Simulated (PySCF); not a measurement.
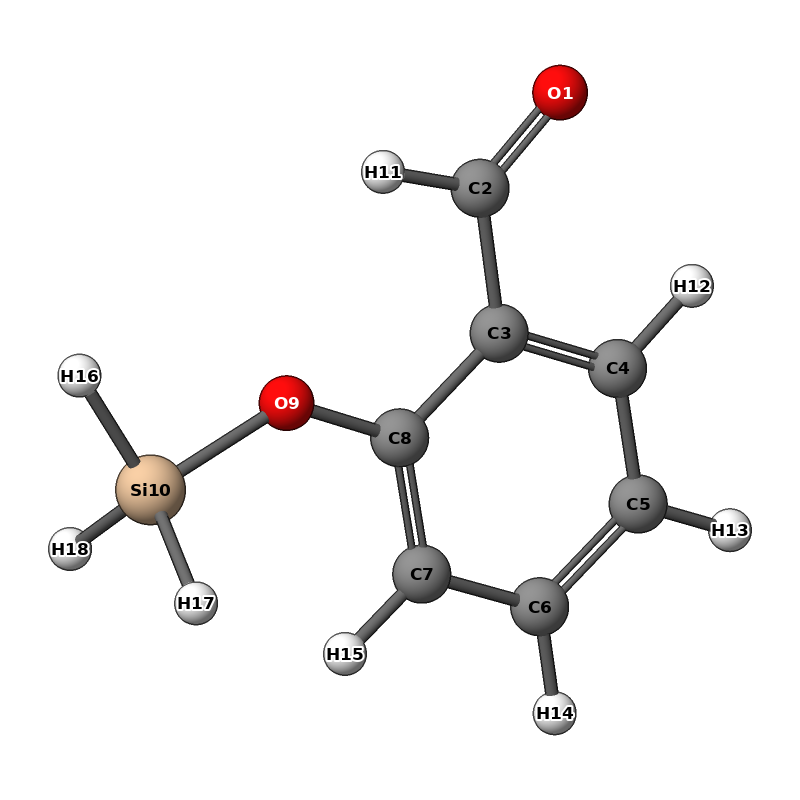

The questions are on isotropic NMR shieldings of the H atoms. The geometry was computed by an optimisation with GFN2-xTB. No frequency run is at hand to confirm it as a minimum. Level of theory: GIAO PBE0/pcSseg-1 NMR shielding, non-relativistic, gas phase (PySCF 2.14.0).

List the isotropic NMR shieldings of the H atoms.

```
atom  σ (ppm)
 H11    20.89
 H12    23.29
 H13    24.31
 H14    23.94
 H15    24.82
 H16    26.52
 H17    26.42
 H18    26.42
```

The geometry is semi-empirical. Around Si such bond lengths and angles can be off by a tenth of an ångström or more and by several degrees, and values that hang on the shape move with them.
